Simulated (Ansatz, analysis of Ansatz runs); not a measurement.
# NaMnF4 (P2_1/c): a line between two Mn sites for an added hole, part 2 of 3

Aim: the energy barrier that a trapped hole meets when it moves from one Mn atom to another one nearby in NaMnF4 (P2_1/c). The model is a cell of 48 host atoms.

Ansatz 0.2.0; plane-wave PAW DFT, PBEsol+U; relaxation of all atoms of a supercell at fixed charge in a uniform background; PAW set soft_1.

So far. Step 2 (The cell without the carrier): The largest displacement from an ideal site is 0.006 Å.

**3. The hole on the first site**

The nearest neighbour or neighbours of the site start displaced and the site's starting moment is changed by the carrier's spin, since a carrier doesn't trap itself in the undistorted lattice.

File A.relax/input.yaml:

```yaml
crystal:
  lattice:
    - [-7.65226429, 4.91333815, 5.48807623]
    - [3.92236856, -4.91333873, 5.54576813]
    - [7.65226411, 4.91333852, -5.48807681]
  atoms:
    - { symbol: Na, position: [0.250574, 0.250401, 0.500465] }
    - { symbol: Na, position: [0.250636, 0.750573, 0.000518] }
    - { symbol: Na, position: [0.750727, 0.250299, 0.000512] }
    - { symbol: Na, position: [0.750832, 0.75051, 0.500617] }
    - { symbol: Na, position: [0.250621, 0.000444, 0.750529] }
    - { symbol: Na, position: [0.250749, 0.500501, 0.250687] }
    - { symbol: Na, position: [0.750682, 0.000415, 0.250611] }
    - { symbol: Na, position: [0.750626, 0.500483, 0.750626] }
    - { symbol: Mn, position: [0.000687, 0.250542, 0.750582], spin: 4.0 }
    - { symbol: Mn, position: [0.000623, 0.75038, 0.250525], spin: 4.0 }
    - { symbol: Mn, position: [0.500687, 0.25051, 0.250553], spin: 3.0 }
    - { symbol: Mn, position: [0.500592, 0.750397, 0.750515], spin: 4.0 }
    - { symbol: Mn, position: [0.000661, 0.000491, 0.000563], spin: -4.0 }
    - { symbol: Mn, position: [0.00058, 0.500361, 0.500476], spin: -4.0 }
    - { symbol: Mn, position: [0.500649, 0.00047, 0.500534], spin: -4.0 }
    - { symbol: Mn, position: [0.500644, 0.500443, 0.000524], spin: -4.0 }
    - { symbol: F, position: [0.136322, 0.210003, 0.229411] }
    - { symbol: F, position: [0.136352, 0.709932, 0.729351] }
    - { symbol: F, position: [0.636607, 0.209965, 0.729514] }
    - { symbol: F, position: [0.636607, 0.709957, 0.229499] }
    - { symbol: F, position: [0.020128, 0.041014, 0.677031] }
    - { symbol: F, position: [0.02, 0.540866, 0.176793] }
    - { symbol: F, position: [0.518922, 0.052346, 0.180964] }
    - { symbol: F, position: [0.519951, 0.540848, 0.676786] }
    - { symbol: F, position: [0.364669, 0.29095, 0.771554] }
    - { symbol: F, position: [0.364673, 0.79095, 0.271573] }
    - { symbol: F, position: [0.864806, 0.290803, 0.2716] }
    - { symbol: F, position: [0.864969, 0.790962, 0.771716] }
    - { symbol: F, position: [0.482456, 0.448673, 0.320146] }
    - { symbol: F, position: [0.481224, 0.95993, 0.824247] }
    - { symbol: F, position: [0.981267, 0.460077, 0.824127] }
    - { symbol: F, position: [0.98129, 0.959924, 0.324305] }
    - { symbol: F, position: [0.450369, 0.265522, 0.064938] }
    - { symbol: F, position: [0.447634, 0.766649, 0.554663] }
    - { symbol: F, position: [0.947699, 0.266617, 0.554652] }
    - { symbol: F, position: [0.947695, 0.766699, 0.054709] }
    - { symbol: F, position: [0.288623, 0.484375, 0.931434] }
    - { symbol: F, position: [0.288613, 0.984298, 0.431478] }
    - { symbol: F, position: [0.775408, 0.473756, 0.423066] }
    - { symbol: F, position: [0.788483, 0.984114, 0.931213] }
    - { symbol: F, position: [0.053595, 0.234371, 0.946459] }
    - { symbol: F, position: [0.053562, 0.734084, 0.446348] }
    - { symbol: F, position: [0.550945, 0.235471, 0.43614] }
    - { symbol: F, position: [0.553692, 0.734228, 0.946441] }
    - { symbol: F, position: [0.225916, 0.027276, 0.078044] }
    - { symbol: F, position: [0.212705, 0.516629, 0.569734] }
    - { symbol: F, position: [0.712685, 0.016638, 0.569592] }
    - { symbol: F, position: [0.71266, 0.516524, 0.069575] }
total_charge: 1
basis:
  ecutwfc: 420
  xc_grid: 2
hamiltonian:
  xc: pbesol
  hubbard:
    sites: [{ species: Mn, l: d, u_eff: 4.0 }]
    projectors: ortho-atomic
  pseudopotentials: { kind: paw, azcp: { folder: soft_1 }, xc_functional: pbe }
kpoints:
  mp_grid: { grid: [1, 1, 1] }
magnetization:
  spin_polarized: true
  initial_magnetization: -1
  spin_locking: { lock_magnetization: hard }
scf:
  occupations: { method: fermi_dirac, width: 0.01 }
  max_iter: 120
  lower_state_search: "off"
output:
  forces: true
relax:
  f_tol: 0.015
  max_steps: 70
  escape_saddle: false
checkpoint:
  write: "../A.relax.run"
  compress: false
  write_wavefunctions: true
  write_every: 100000
```

Run with:

```sh
$ ansatz run input.yaml --threads 4 --pin off --max-ram 9420MiB --backend cpu --events-out ev --progress --plain --runs-dir out
```

Numbers of over 12 decimals in the logs are rounded to 6 here.

What it wrote:

```text
[...]
Crystal: 48 atoms, lattice volume = 628.553 Å³
Basis set: ecut = 420 eV, 12265 PW (Γ), exchange–correlation on 144×120×144 points (8 copies of the dense FFT grid, shifted against one another)
Bands: 256, of which v1, the nominal top of the filled ones, is band 208 counted from 1 (207 counted from 0)
Symmetry: 1 space group operations
[...]
k-points: 1
[...]
Starting moments: Σ|m| = 31 μB on 8 of 48 sites
[...]
SCF iter   1: F=—  HF=-68532.174158 eV  |F-HF|=—  |Δ(HF+E_count)|=         —  Δρ=3.12e-1 (↑3.12e-1 ↓2.97e-1)  dr2=1.97e3  dr2_m=8.81e1  M=-1.000 μB ∫|m|=12.160 μB  β_m=0.30  ethr=3.10e-3  ⟨swp⟩=6.0  Hψ=1697  notcnv=0  defer=42
[...]
SCF iter  20: F=-68394.364141 eV  HF=-68394.364144 eV  |F-HF|=2.61e-6  |Δ(HF+E_count)|=   2.86e-7  Δρ=1.92e-5 (↑1.92e-5 ↓4.21e-6)  dr2=3.84e-6  dr2_m=4.77e-7  M=-1.000 μB ∫|m|=32.268 μB  ethr=1.36e-9  ⟨swp⟩=2.0  Hψ=1154  notcnv=0
SCF 1 converged in 20 iterations: F = -68394.364141 eV  dr2 = 3.84e-6
[...]
relax step   1: F+E_penalty+E_count = -68394.36414119 eV  Δ(F+E_penalty+E_count) = +0.000e0 eV  max|allowed force component| = 1.307e0 eV/Å  Δτ_max = 0.0000 Å  (20 SCF iters, dr2 threshold 5.63e-6 eV, accepted)
[...]
relax step   2: F+E_penalty+E_count = -68394.66169967 eV  Δ(F+E_penalty+E_count) = -2.976e-1 eV  max|allowed force component| = 1.055e0 eV/Å  Δτ_max = 0.0725 Å  (7 SCF iters, dr2 threshold 1.00e-4 eV, accepted)
relax step   3: F+E_penalty+E_count = -68395.00079824 eV  Δ(F+E_penalty+E_count) = -3.391e-1 eV  max|allowed force component| = 2.465e-1 eV/Å  Δτ_max = 0.1979 Å  (8 SCF iters, dr2 threshold 6.95e-5 eV, accepted)
relax step   4: F+E_penalty+E_count = -68395.04250598 eV  Δ(F+E_penalty+E_count) = -4.171e-2 eV  max|allowed force component| = 1.004e-1 eV/Å  Δτ_max = 0.0324 Å  (8 SCF iters, dr2 threshold 3.80e-6 eV, accepted)
relax step   5: F+E_penalty+E_count = -68395.05414516 eV  Δ(F+E_penalty+E_count) = -1.164e-2 eV  max|allowed force component| = 4.995e-2 eV/Å  Δτ_max = 0.0249 Å  (8 SCF iters, dr2 threshold 6.30e-7 eV, accepted)
relax step   6: F+E_penalty+E_count = -68395.05827788 eV  Δ(F+E_penalty+E_count) = -4.133e-3 eV  max|allowed force component| = 2.226e-2 eV/Å  Δτ_max = 0.0203 Å  (8 SCF iters, dr2 threshold 4.14e-7 eV, accepted)
SCF iter   1: F=—  HF=-68395.060157 eV  |F-HF|=—  |Δ(HF+E_count)|=         —  Δρ=5.86e-4 (↑5.86e-4 ↓5.43e-4)  dr2=2.99e-3  dr2_m=1.44e-4  M=-1.000 μB ∫|m|=32.032 μB  β_m=0.30  ethr=7.42e-6  ⟨swp⟩=4.0  Hψ=1114  notcnv=0  defer=83
[...]
SCF iter   8: F=-68395.058985 eV  HF=-68395.058985 eV  |F-HF|=1.75e-8  |Δ(HF+E_count)|=   1.69e-8  Δρ=1.47e-6 (↑1.40e-6 ↓1.47e-6)  dr2=4.56e-8  dr2_m=1.90e-9  M=-1.000 μB ∫|m|=32.032 μB  ethr=2.41e-11  ⟨swp⟩=2.0  Hψ=1562  notcnv=0
SCF 7 converged in 8 iterations: F = -68395.058985 eV  dr2 = 4.56e-8
relax step   7: F+E_penalty+E_count = -68395.05898475 eV  Δ(F+E_penalty+E_count) = -7.069e-4 eV  max|allowed force component| = 1.134e-2 eV/Å  Δτ_max = 0.0085 Å  (8 SCF iters, accepted)
NSCF: frozen V_eff on 1 k-points
[...]
SCF converged after 8 iterations
[...]
Magnetization: -1.0000 μB (207.0000 up, 208.0000 down)
Absolute magnetization: 32.1179 μB (∫|ρ↑−ρ↓|, with the PAW one-centre terms)
[...]
Per-site moments (μB) at R_I (Å): [(0.000127583, 0.930022), (0.000431441, 0.936414), (0.000127601, 0.930027), [... 45 left out ...]
Free energy (F): -68395.058985 eV
[...]
Internal energy: -68395.058985 eV  (E = F + TS)
E sigma→0 (E₀):  -68395.058985 eV
Fermi energy:    2.860289 (↑ 2.860282, ↓ 3.151546) eV
[...]
--- Forces (eV/Å), atoms counted from 1 ---
  atom   1  Na    -0.00003951    -0.00111391     0.00160380
  atom   2  Na    -0.00003124    -0.00337943     0.00287725
  [... 2 atoms left out ...]
  atom   5  Na     0.00282440    -0.00273023    -0.00180263
  atom   6  Na     0.00319144    -0.00353002    -0.00154931
  [... 2 atoms left out ...]
  atom   9  Mn    -0.00001573     0.00000022     0.00001907
  [... 1 atom left out ...]
  atom  11  Mn     0.00003661    -0.00003709    -0.00002692
  [... 9 atoms left out ...]
  atom  21  F     -0.00220584     0.00295909     0.00047908
  [... 7 atoms left out ...]
  atom  29  F      0.00425411    -0.00407981     0.00097405
  [... 3 atoms left out ...]
  atom  33  F     -0.00113322    -0.00104907    -0.00137301
  [... 3 atoms left out ...]
  atom  37  F     -0.00174146     0.00176791    -0.00305879
  [... 3 atoms left out ...]
  atom  41  F      0.00071770     0.00415191    -0.00386471
  [... 3 atoms left out ...]
  atom  45  F     -0.00525459    -0.00422506    -0.00496313
  [... 3 atoms left out ...]
  max |Σ_I F_I| component: 2.79e-6 eV/Å
--- Band table (eV) ---
[...]
Occupation matrices written to <dir>
--- Relaxed structure (7 steps of the walk, 7 accepted, 0 SCFs on fresh bases) ---
  F+E_penalty+E_count = -68395.05898475 eV   max|allowed force component| = 1.134e-2 eV/Å
  atoms:
    - { symbol: Na, position: [0.256331, 0.253753, 0.506016] }
    - { symbol: Na, position: [0.254822, 0.746758, -0.001392] }
    [... 2 atoms left out ...]
    - { symbol: Na, position: [0.239990, -0.008995, 0.734392] }
    - { symbol: Na, position: [0.245315, 0.503977, 0.246479] }
    [... 2 atoms left out ...]
    - { symbol: Mn, position: [0.000647, 0.250452, 0.750540] }
    [... 1 atom left out ...]
    - { symbol: Mn, position: [0.500647, 0.250451, 0.250540] }
    [... 9 atoms left out ...]
    - { symbol: F, position: [0.015330, 0.040661, 0.668923] }
    [... 7 atoms left out ...]
    - { symbol: F, position: [0.472187, 0.450393, 0.313989] }
    [... 3 atoms left out ...]
    - { symbol: F, position: [0.448470, 0.260327, 0.058313] }
    [... 3 atoms left out ...]
    - { symbol: F, position: [0.287941, 0.480520, 0.930967] }
    [... 3 atoms left out ...]
    - { symbol: F, position: [0.056509, 0.227108, 0.947008] }
    [... 3 atoms left out ...]
    - { symbol: F, position: [0.256030, 0.057875, 0.098583] }
    [... 3 atoms left out ...]
```

Run time: 50 s. Hardware: 4 threads of Intel Xeon at 2.60GHz (Ice Lake), shared host; peak memory 1.3 GiB; 3.1 min of CPU time.

The steps of the relaxation:

```tsv
step	energy less that of the first step (eV)	largest force component (eV/Å)
1	0.0000	1.3067
2	-0.2976	1.0547
3	-0.6367	0.2465
4	-0.6784	0.1004
5	-0.6900	0.0499
6	-0.6941	0.0223
7	-0.6948	0.0113
```

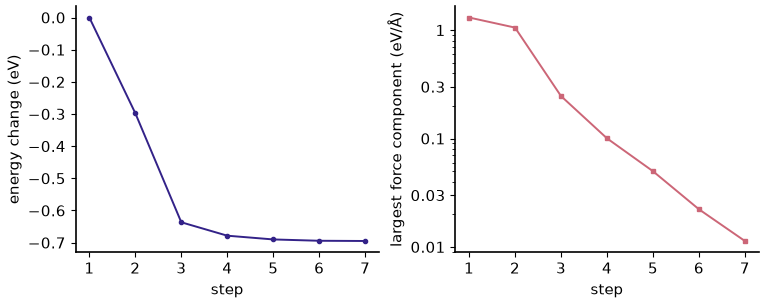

Energy and largest force along the relaxation.

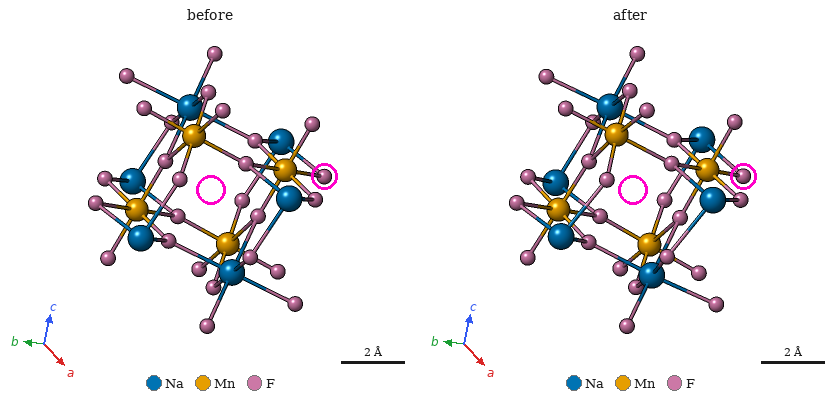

Before and after: the atoms that start within 5 Å of the centre. F39, which moves most, is ringed if it is among them. A ring with no atom in it marks the empty centre.

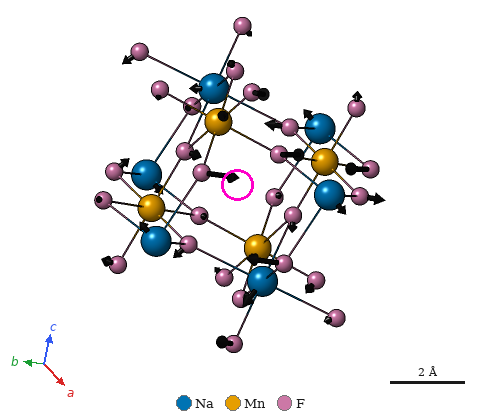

Displacements in the relaxation near the centre, exaggerated; the longest in the cell stands for 0.25 Å. A ring marks the centre wherever it is empty.

The atoms that moved most (Å):

```tsv
atom	dx	dy	dz	length
F39	-0.047	-0.098	-0.223	0.248
F45	0.047	0.099	0.222	0.248
F18	0.023	-0.151	-0.132	0.202
F28	-0.022	0.151	0.132	0.202
F36	0.031	0.057	0.170	0.182
F42	-0.030	-0.057	-0.169	0.181
Na5	-0.079	-0.085	-0.022	0.118
Na8	0.078	0.085	0.023	0.118
```

The moves above count from the input, in which the site's nearest neighbours were already displaced; the distances below compare with the cell without the carrier.

Distances from Mn11 without and with the hole:

```tsv
atom	without (Å)	with (Å)
F29	1.83	1.80
F23	1.83	1.80
F43	1.88	1.82
F33	1.88	1.82
F39	2.21	1.87
F45	2.21	1.87
```

The largest changes of the moments are -0.74 μB on Mn11, -0.04 μB on F39 and -0.04 μB on F45. The largest part sits on the chosen site.

**4. The hole on the second site**

The same start is made on the second site, to get the end of the hop.

File B.relax/input.yaml:

```yaml
crystal:
  lattice:
    - [-7.65226429, 4.91333815, 5.48807623]
    - [3.92236856, -4.91333873, 5.54576813]
    - [7.65226411, 4.91333852, -5.48807681]
  atoms:
    - { symbol: Na, position: [0.250574, 0.250401, 0.500465] }
    - { symbol: Na, position: [0.250636, 0.750573, 0.000518] }
[... 18 atom lines left out ...]
    - { symbol: F, position: [0.018994, 0.052375, 0.681181] }
[... 7 atom lines left out ...]
    - { symbol: F, position: [0.481322, 0.460033, 0.324296] }
[... 3 atom lines left out ...]
    - { symbol: F, position: [0.447613, 0.266717, 0.054643] }
[... 3 atom lines left out ...]
    - { symbol: F, position: [0.27554, 0.473949, 0.923303] }
[... 3 atom lines left out ...]
    - { symbol: F, position: [0.050839, 0.235566, 0.936164] }
[... 3 atom lines left out ...]
    - { symbol: F, position: [0.212833, 0.01685, 0.069913] }
[... 2 atom lines left out ...]
    - { symbol: F, position: [0.71266, 0.516524, 0.069575] }
total_charge: 1
basis:
  ecutwfc: 420
  xc_grid: 2
hamiltonian:
  xc: pbesol
  hubbard:
    sites: [{ species: Mn, l: d, u_eff: 4.0 }]
    projectors: ortho-atomic
  pseudopotentials: { kind: paw, azcp: { folder: soft_1 }, xc_functional: pbe }
kpoints:
  mp_grid: { grid: [1, 1, 1] }
magnetization:
  spin_polarized: true
  initial_magnetization: -1
  spin_locking: { lock_magnetization: hard }
scf:
  occupations: { method: fermi_dirac, width: 0.01 }
  max_iter: 120
  lower_state_search: "off"
output:
  forces: true
relax:
  f_tol: 0.015
  max_steps: 70
  escape_saddle: false
checkpoint:
  write: "../B.relax.run"
  compress: false
  write_wavefunctions: true
  write_every: 100000
```

What it wrote:

```text
[...]
Crystal: 48 atoms, lattice volume = 628.553 Å³
Basis set: ecut = 420 eV, 12265 PW (Γ), exchange–correlation on 144×120×144 points (8 copies of the dense FFT grid, shifted against one another)
Bands: 256, of which v1, the nominal top of the filled ones, is band 208 counted from 1 (207 counted from 0)
Symmetry: 1 space group operations
[...]
k-points: 1
[...]
Starting moments: Σ|m| = 31 μB on 8 of 48 sites
[...]
SCF iter   1: F=—  HF=-68532.181044 eV  |F-HF|=—  |Δ(HF+E_count)|=         —  Δρ=3.12e-1 (↑3.12e-1 ↓2.97e-1)  dr2=1.97e3  dr2_m=8.81e1  M=-1.000 μB ∫|m|=12.159 μB  β_m=0.30  ethr=3.10e-3  ⟨swp⟩=5.5  Hψ=1697  notcnv=0  defer=42
[...]
F+E_penalty+E_count = -68395.05898665 eV   max|allowed force component| = 1.112e-2 eV/Å
  atoms:
    - { symbol: Na, position: [0.244966, 0.247149, 0.495064] }
    - { symbol: Na, position: [0.246471, 0.754145, 0.002474] }
[...]
- { symbol: Na, position: [0.255980, -0.003073, 0.754600] }
    - { symbol: Na, position: [0.261305, 0.509899, 0.266684] }
[...]
- { symbol: Mn, position: [0.000647, 0.250451, 0.750540] }
    [... 1 atom left out ...]
    - { symbol: Mn, position: [0.500648, 0.250452, 0.250540] }
[...]
- { symbol: F, position: [0.029107, 0.050509, 0.687089] }
[...]
- { symbol: F, position: [0.485961, 0.460240, 0.332152] }
[...]
- { symbol: F, position: [0.444791, 0.273799, 0.054073] }
    [... 3 atoms left out ...]
    - { symbol: F, position: [0.245263, 0.443030, 0.902500] }
    [... 3 atoms left out ...]
    - { symbol: F, position: [0.052826, 0.240575, 0.942766] }
    [... 3 atoms left out ...]
    - { symbol: F, position: [0.213353, 0.020383, 0.070109] }
    [... 3 atoms left out ...]
[key lines of the parts left out:]
SCF converged after 8 iterations
Magnetization: -1.0000 μB (207.0000 up, 208.0000 down)
Free energy (F): -68395.058987 eV
Fermi energy:    2.860318 (↑ 2.860311, ↓ 3.151547) eV
```

Elapsed: 50 s, on 4 threads; peak memory 1.3 GiB; 3 min of CPU time.

Distances from Mn9 without and with the hole:

```tsv
atom	without (Å)	with (Å)
F31	1.83	1.80
F21	1.83	1.80
F35	1.88	1.82
F41	1.88	1.82
F37	2.21	1.87
F47	2.21	1.87
```

The largest changes of the moments are -0.74 μB on Mn9, -0.04 μB on F37 and -0.04 μB on F47. The largest part sits on the chosen site.

(Continued in part 3 of 3.)

[Logs are printed without paths, hosts, clocks, repeated set-up lines and the standing remarks that a program may print on its own settings, such as how far it seeks lower states.]

[Hosts, paths, dates, database ids (printed as entryN), source tags and the programs' standing remarks are cut or masked in the printed files.]
